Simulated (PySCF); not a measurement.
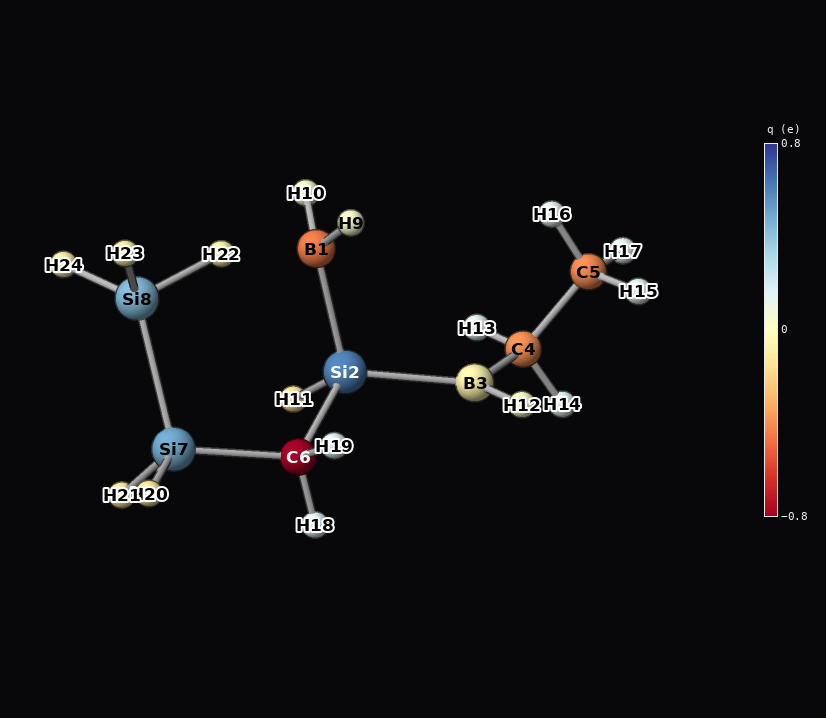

Atoms are coloured by their IAO charges. Computed geometry: GFN2-xTB optimisation. No frequency run is at hand to confirm it as a minimum. Properties computed with PBE0/pcSseg-1, gas phase (PySCF 2.14.0).

Which atom carries the highest charge (most positive or least negative)?

Si2 (0.59 e).

And the lowest?

C6 (−0.78 e).

Give the IAO charges atom by atom.

```csv
atom,value (e)
B1,−0.43
Si2,0.59
B3,−0.05
C4,−0.39
C5,−0.40
C6,−0.78
Si7,0.48
Si8,0.43
H9,0.03
H10,0.04
H11,−0.13
H12,0.02
H13,0.13
H14,0.16
H15,0.14
H16,0.14
H17,0.14
H18,0.16
H19,0.16
H20,−0.10
H21,−0.10
H22,−0.07
H23,−0.08
H24,−0.08
```

The geometry is semi-empirical. Around B, Si such bond lengths and angles can be off by a tenth of an ångström or more and by several degrees, and values that hang on the shape move with them.
